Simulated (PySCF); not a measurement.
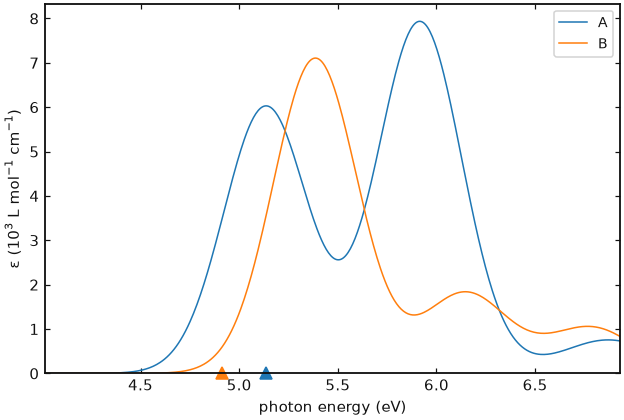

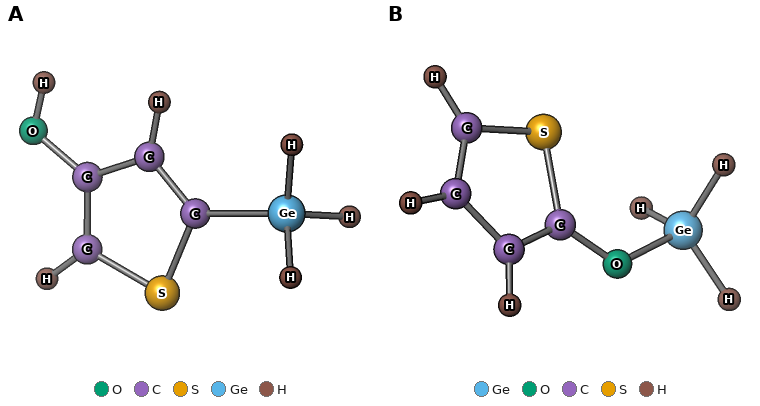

Related molecules: A is C₄H₆GeOS, SMILES Oc1cs[c]([GeH3])c1, singlet; B is C₄H₆GeOS, SMILES [GeH3][O]c1cccs1, singlet. Vertical TDDFT absorption, ωB97X-D/def2-SVPD with PySCF 2.14.0, at a GFN2-xTB geometry (no frequency check); Gaussians of 1/e half-width 0.30 eV, triangles mark S1, and the range ends where the computed states of one molecule run out.

How does the lowest singlet move?

Answer. A: 5.14 eV (f = 0.111, mainly HOMO → LUMO (95 %)); B: 4.91 eV (f = 0.000, mainly HOMO → LUMO (78 %)). From A to B it shifts 0.22 eV to the red, but one of these states is bright and the other nearly dark, so it isn't one band that moves.

And the brightest state of each within the range drawn?

Answer. A: S3 at 5.92 eV, f = 0.15; B: S2 at 5.39 eV, f = 0.13.

Caveats, for all or some of the runs: core orbitals are frozen in the response; one conformer of a flexible molecule; the tight-binding geometry is rougher than a DFT one and adds to the error.
